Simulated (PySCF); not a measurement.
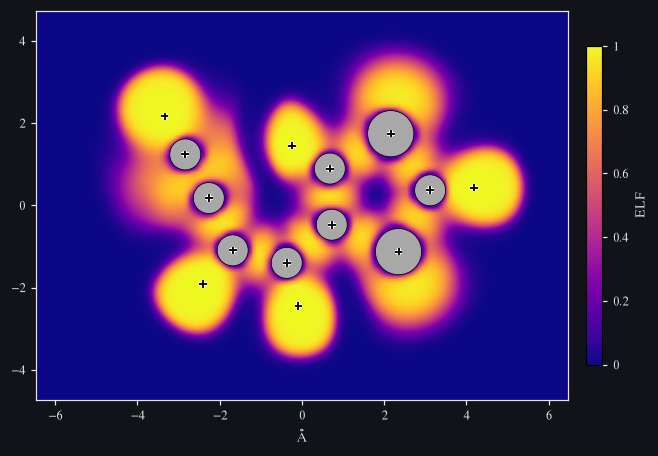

The electron localisation function on a plane through atoms (crosses mark nuclei in the plane; grey discs cover the cores).

The calculation used PBE0/pcSseg-1, SCF density, gas phase, non-relativistic (PySCF 2.14.0).

Candidates:
A. C7H5S2 (SMILES C#C/C=C\c1cs[cH+]s1) (charge +1)
B. C4H7Cl (SMILES C/C=C(/C)Cl)
C. C10H16

Question: Which candidate gave the map?

Answer: Candidate A: C7H5S2 on the molecular plane, which holds C, S and H. C–C (1.21 Å): the ELF peaks at about 0.85 between the atoms (a short, multiple covalent bond). C–S (1.68 Å): the ELF peaks at about 0.90 between the atoms; localised, covalent bonding.
